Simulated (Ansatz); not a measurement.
Input file:

```
crystal:
  lattice:
    - [5.228200827, 0.0, 0.0]
    - [0.0, 5.228200827, 0.0]
    - [0.0, 0.0, 5.0681217469]
  atoms:
    - { symbol: Pr, position: [0.0, 0.0, 0.0] }
    - { symbol: Pr, position: [0.5, 0.0, 0.5] }
    - { symbol: Pr, position: [0.0, 0.5, 0.5] }
    - { symbol: Mg, position: [0.5, 0.5, 0.0] }
    - { symbol: H, position: [0.5, 0.5, 0.5] }
    - { symbol: H, position: [0.0, 0.0, 0.5] }
basis:
  ecutwfc: 660
kpoints:
  mp_grid: { grid: [6, 6, 6] }
hamiltonian:
  xc: pbe
  pseudopotentials:
    kind: paw
    azcp: { Pr: "pseudopotentials/pbe/nc/lanthanide_3plus/Pr.nc.azcp" }
scf:
  occupations: { method: gaussian, width: 0.1 }
output:
  forces: true
  stress: true
  eigenvalues: true
  write_density: true
  write_potential: true
  elf: true
  volumetric_format: npy
relax:
  adjacent_minimum: "off"
  f_tol: 0.01
  max_steps: 30
  cell: { stress_tol: 0.1, fix: [volume] }
```

Run with:

```sh
ansatz run input.yaml --threads 1 --pin off --max-ram 2816MiB --backend cpu --events-out ev --progress --plain --runs-dir out
```

Below, planes, directions and counts refer to the conventional cell (a = 5.22 Å, b = 5.22 Å, c = 5.08 Å, α = 90.00°, β = 90.00°, γ = 90.00°).

The fields are those of the run's last geometry, not of the input's.

Space group P4/mmm; a generated structure, not necessarily the stable one; changed on purpose from its base cell (volume × 1.06, shape and atoms relaxed); computed pressure about −2 GPa in this cell; computed without spin polarisation; no Hubbard U on the f states and no spin–orbit coupling.

These are results of DFT PBE, scalar-relativistic, plane waves, PAW; 4f electrons in the core of a trivalent norm-conserving potential in Ansatz, not measurements.

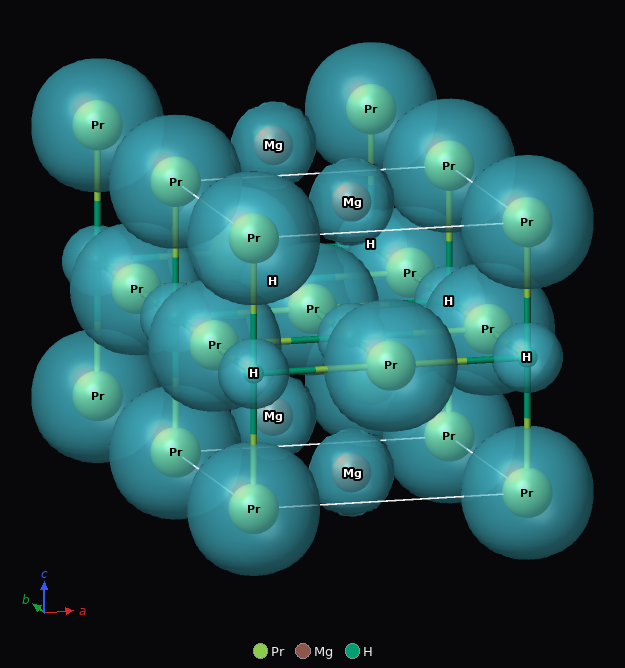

Pr3MgH2. Isosurface of the valence charge density (pseudo) at 0.3 e/Å³ (cyan), seen slightly off an axis. Sticks mark near contacts.

The density is the valence pseudo-density of a pseudopotential calculation; it isn't the true density close to the nuclei.

What does this surface tell about the bonding?

Answer. At this value the density breaks into separate islands; it holds about 70 % of the electrons treated as valence (semicore included). It bridges none of the near contacts. It is pinched off along the sampled Pr–H (2.54 Å), Mg–H (2.54 Å) and Pr–H (2.61 Å) contacts. On the grid the lowest density along these lines, outside the cores, is 0.16 e/Å³ (Pr–H, 2.54 Å), 0.1 e/Å³ (Mg–H, 2.54 Å) and 0.14 e/Å³ (Pr–H, 2.61 Å).
